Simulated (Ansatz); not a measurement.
**CH₄Sn···HCl: density, localisation and related maps**

Input

```
crystal:
  periodic: [false, false, false]
  atoms:
    - { symbol: Sn, position_ang: [0.449882, -0.073674, 1.159785] }
    - { symbol: Cl, position_ang: [-2.631969, 0.419268, -0.847558] }
    - { symbol: C, position_ang: [0.976636, -0.155026, -0.746889] }
    - { symbol: H, position_ang: [-1.341818, 0.213942, -1.041958] }
    - { symbol: H, position_ang: [0.242551, 1.406108, 1.975492] }
    - { symbol: H, position_ang: [-0.24548, -1.402463, 1.965729] }
    - { symbol: H, position_ang: [1.114162, -1.122718, -1.238358] }
    - { symbol: H, position_ang: [1.436035, 0.714663, -1.226143] }
magnetization:
  spin_polarized: true
basis:
  gaussian: { orbitals: def2-SVP }
hamiltonian:
  xc: r2scan
  dispersion: d4
relax:
  f_tol: 0.03
  max_steps: 50
output:
  orbitals: {}
```

Run with:

```sh
ansatz run input.yaml --threads 4 --pin off --max-ram 5120MiB --backend cpu --events-out ev --progress --plain --runs-dir out
```

The fields are those of the run's last geometry, not of the input's.

Core potentials replace the inner electrons of Sn.

Method: UKS r2SCAN-D4/def2-SVP in Ansatz.

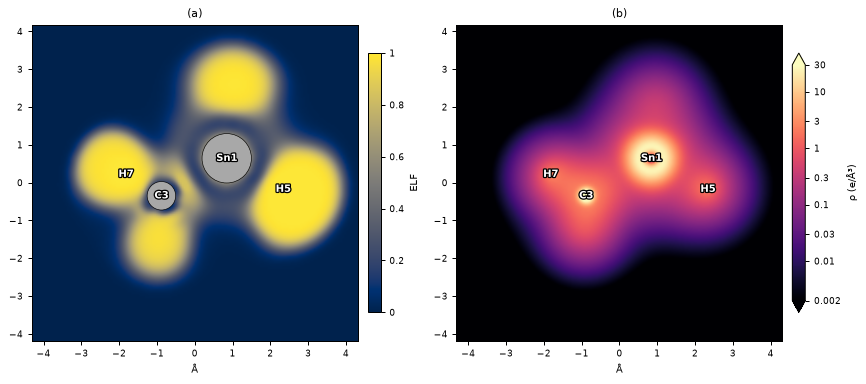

Figure 1. (a) electron localisation function; (b) electron density on the plane of atoms Sn1, C3 and H7. Grey discs cover the atomic cores in the ELF map.

### What does the map show?

The plane passes through Sn, C and H nuclei. C–Sn (1.99 Å): ρ is about 0.85 e/Å³ halfway; the ELF peaks at about 0.85 in the valence shell of C, 0.6 Å from its nucleus, and drops to about 0.20 between the two atoms. C–H (1.10 Å): the density is about 1.9 e/Å³ at the midpoint; the ELF climbs to about 1 towards the hydrogen, as it does in any bond to H (an ordinary covalent bond to hydrogen). Sn–H (1.70 Å): ρ is about 1.2 e/Å³ halfway; the ELF climbs to about 1 towards the hydrogen.

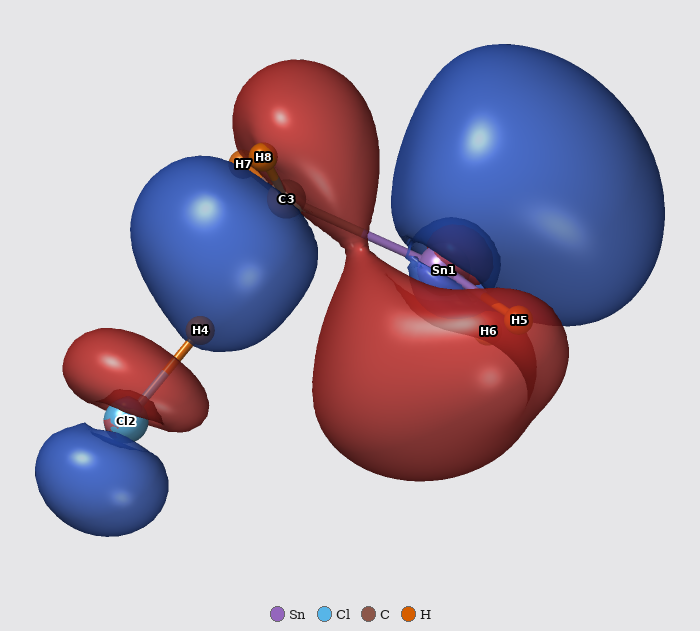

Figure 2. The LUMO at ±0.06 Å⁻³ᐟ² (red and blue are the two phases), seen across its widest extent.

### Where does this orbital lie, and at what energy?

It lies mainly on Sn1 (about 60 %) and C3 (about 20 %). Its energy is −3.23 eV.

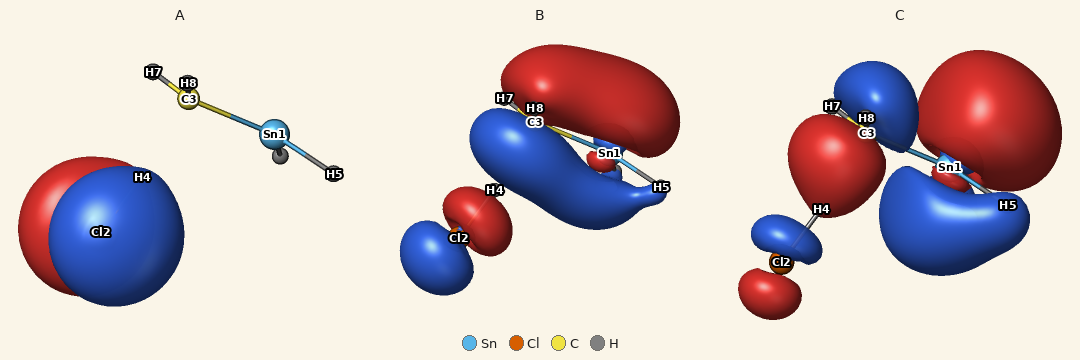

Figure 3. Three frontier orbitals at ±0.08 Å⁻³ᐟ² (blue and red are the two phases), in no order.

### Order the three orbitals by energy and name them.

A is the HOMO−1 (−6.83 eV). Its weight (Hirshfeld) is mainly on Cl2 (about 95 %); largely a lone pair of Cl2. B is the HOMO (−6.00 eV). Its weight (Hirshfeld) is mainly on C3 (about 40 %), Sn1 (about 35 %) and Cl2 (about 15 %). C is the LUMO (−3.23 eV). By Hirshfeld shares it lies mainly on Sn1 (about 60 %) and C3 (about 20 %).

### What is the HOMO–LUMO gap?

2.77 eV between the orbital energies.
